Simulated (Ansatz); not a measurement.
A small benchmark: atomisation enthalpy at 298 K

10 molecules holding an element from Na to Cl; the atomisation enthalpy at 298 K in kJ/mol, computed less measured. Shapes, held fixed at every level: PBE0-D4/def2-TZVP. Flexible molecules stand in one conformer, not always the lowest. Thermal terms are harmonic and unscaled (PBE0-D4/def2-TZVP); the spin-orbit lowering of the free atoms is taken from their spectra. Programs: Ansatz 0.2.0. Measured values: Active Thermochemical Tables, CRC Handbook of Chemistry and Physics, NIST-JANAF tables.

Levels: A = B3LYP-D4/def2-TZVPP; B = MP2/def2-TZVPP; C = CCSD/def2-TZVPP; D = CCSD(T)/CBS estimate.

```tsv
molecule	from tabulated heats	A	B	C	D
Cl2 (chlorine)	243	-14	-9	-45	-1
SF2 (sulfur difluoride)	732	-16	-1	-89	-5
SO3 (sulfur trioxide)	1420	-44	+49	-178	-11
CHClF2 (difluorochloromethane)	1698	-18	+25	-99	-2
PH2(PH2) (diphosphine)	1484	+25	-104	-82	-5
C2Cl3F3 (1,1,2-trichlorotrifluoroethane)	2753	-46	+75	-203	-2
C2Cl4F2 (1,1,1,2-tetrachloro-2,2-difluoroethane)	2568	-15	+113	-168	+38
S8 (cyclooctasulfur)	2115	-2	-49	-336	+7
C4H8Cl2 (1,3-dichlorobutane)	5049	-25	-52	-209	-10
C5H10S (thiane)	6105	-14	-72	-241	-11
```

Q: Sum up the errors.

A: 
| level | kind | mean error | mean absolute error | worst case |
| --- | --- | --- | --- | --- |
| B3LYP-D4/def2-TZVPP | global hybrid | -16.9 | 21.9 | C2Cl3F3 |
| MP2/def2-TZVPP | perturbation theory | -2.5 | 54.9 | C2Cl4F2 |
| CCSD/def2-TZVPP | coupled cluster or CI | -165.0 | 165.0 | S8 |
| CCSD(T)/CBS estimate | coupled cluster or CI | -0.2 | 9.2 | C2Cl4F2 |

On this set CCSD(T)/CBS estimate has the smallest mean absolute error and CCSD/def2-TZVPP the largest. B3LYP-D4/def2-TZVPP is too low in 9 of 10; CCSD/def2-TZVPP is too low in 10 of 10; CCSD(T)/CBS estimate is too low in 8 of 10. The heats of SF2, PH2(PH2), C2Cl3F3, C4H8Cl2 come from older tables and can be uncertain by 10 kJ/mol or more. The tabulated value of C2Cl4F2 is in doubt (older tables, estimates, or at odds with other calculations) and kept here. Over the 9 molecules whose values aren't doubted the mean absolute errors are A 22.7; B 48.4; C 164.7; D 6.0. Correlated wave functions converge slowly with the basis. CCSD also lacks the triples, which bind further. The CBS estimate extrapolates MP2 from def2-TZVPP and def2-QZVPP and adds CCSD(T) − MP2 in the triple-zeta set, cores frozen. The set is small.

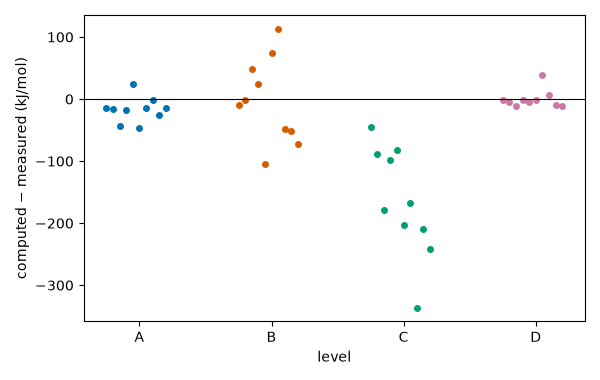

Errors of each level, one point a molecule.
